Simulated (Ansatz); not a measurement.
# Tunnelling across a broken Y chain: predicting one gap

**Method.** Ansatz 0.2.0, plane waves with PAW datasets at the program's default cutoffs, Fermi-Dirac smearing of 0.05 eV, chains in boxes 7.5 Å wide or more, moments seeded when the perfect chain is relaxed. PBE, no spin-orbit coupling; one bond is opened by s Å beyond its relaxed length, the other atoms of a straight cell of 12 kept, without spin, and the conductance taken at 300 K.

```tsv
run	G (G₀)	largest error term (%)	s	ln G
+1.8 Å	1.055	5	1.8	0.0534
+2.5 Å	0.5297	11	2.5	−0.6354
+3.3 Å	0.1946	15	3.3	−1.637
```

One run is withheld: run = +4.2 Å, with s = 4.2. Fit a straight line ln G = a + b × s to the 3 rows shown and predict it.

**Fit.** The means are 2.533 for s and −0.7397 for ln G. The sum of products of deviations is −1.273 and the sum of squares in s is 1.127, so b = −1.273 / 1.127 = −1.13 and a = −0.7397 − (−1.13) × 2.533 = 2.123. The residuals' standard deviation, with 1 degree of freedom, is σ = 0.082.

**Prediction.** ln G = 2.123 + (−1.13) × 4.2 = −2.623, that is 0.0726 G₀. The run gave 0.0507 G₀ (ln G = −2.982), so the prediction less the run is +0.36. The standard error of a prediction there, σ√(1 + 1/3 + (4.2 − 2.533)²/1.127), is 0.16, and the miss is 2.3 times that, for a point outside the fitted range. With so few rows σ is itself uncertain.

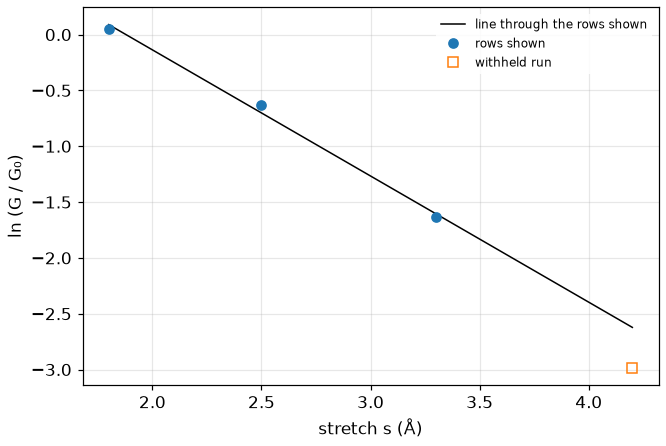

The fitted line, the rows shown and the withheld run.

**Limits.** Between neighbouring runs the slope of ln G lies between −1.49 and −0.98 per Å, so one exponential is an approximation; it is flattest at the narrowest gap, nearest to contact. Error terms (up to 17 %, withheld run included) bound how much a small miss can mean. Broken ends may want a moment where none was allowed. No image potential, spin-orbit coupling or relaxation; a bent or dimerised chain may be lower in energy. Series of this kind are told only where this holds: one magnetic state in all runs, error terms under 60 %, and the runs' own leads conduct as the perfect chain does. 36 of 42 did.

[Logs are printed without paths, hosts, clocks, repeated set-up lines and the standing remarks that a program may print on its own settings, such as how far it seeks lower states.]
